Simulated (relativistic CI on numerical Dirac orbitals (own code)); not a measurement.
# Nb⁴⁺: relativistic CI calculation

System: Nb⁴⁺.
Method: Dirac-Coulomb-Breit CI, KLI orbitals optimised for each configuration, model QED (radiative potential, 1s self-energy scaled to tabulated hydrogen-like ionisation energies), multiplet model of core-to-valence dipole absorption (relativistic CI on numerical Dirac orbitals, in-house).

### Key numbers

- outcome: converged
- hardware: 1 CPU thread, shared host

### Notes

To bear in mind: free-ion energies, so absolute edge positions are off by a few eV from solids.

### The input
```
atom Nb  Z=41  charge=4  electrons=37
nucleus A=93  rms_radius_fm=4.3240
hamiltonian dirac-coulomb  breit=on  qed=on  c_scale=1
orbitals kli  potential=per-configuration
slater_scale 1
correlation none
mixing on
configurations
  [Kr] 4d
  [Ne] 3s2 3p5 3d10 4s2 4p6 4d2
end
absorption M2,3 T=300 lorentz=1.2 gauss=0.4
crystal_field free
```

The program writes its results to a structured record and prints no log; tables and figures of this report are taken from that record.

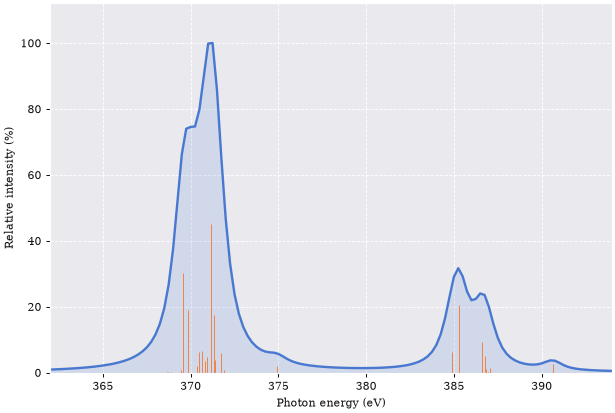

M₂,₃ X-ray absorption of Nb⁴⁺, [Kr] 4d, in no crystal field (free ion). Sticks are the strongest transitions, on a scale of their own. Multiplet model: relativistic Dirac–Coulomb–Breit theory, one configuration a step, Slater integrals scaled by 1, 300 K, Voigt broadening (Lorentzian 1.2 eV, Gaussian 0.4 eV full widths), computed with a radial Dirac CI code. The main maxima lie at 371.1 eV (100), 385.3 eV (32) and 386.6 eV (24), heights in % of the largest; the centroid is at 374.4 eV. The lower edge holds 0.76 of the intensity (branching ratio, edges parted at 380 eV), and the core spin-orbit splitting of the orbitals is 15.8 eV. The ground state has S = 0.50.

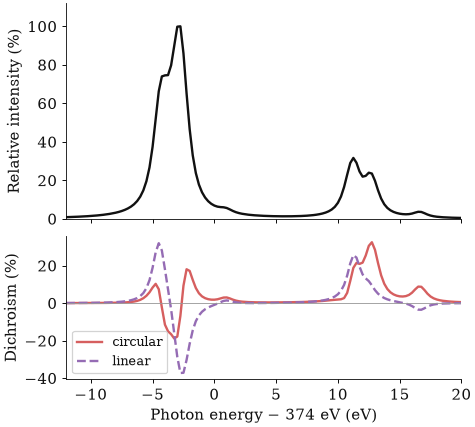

M₂,₃ X-ray absorption of Nb⁴⁺ (niobium, Z = 41), [Kr] 4d, in no crystal field (free ion). Dichroism is for the ground state at zero temperature, magnetised by an exchange field of 10 meV on Sz (linear: z less the mean of x and y). The ground state has S = 0.50. The circular dichroism (Δm = −1 less Δm = +1) is largest at 386.8 eV, 32 % of the isotropic maximum; its integrals over the lower and upper edge are 0.012 and 0.077 of the sum over the three polarisations. The magnetised ground state has ⟨Lz⟩ = 1.81 and ⟨Sz⟩ = −0.31.
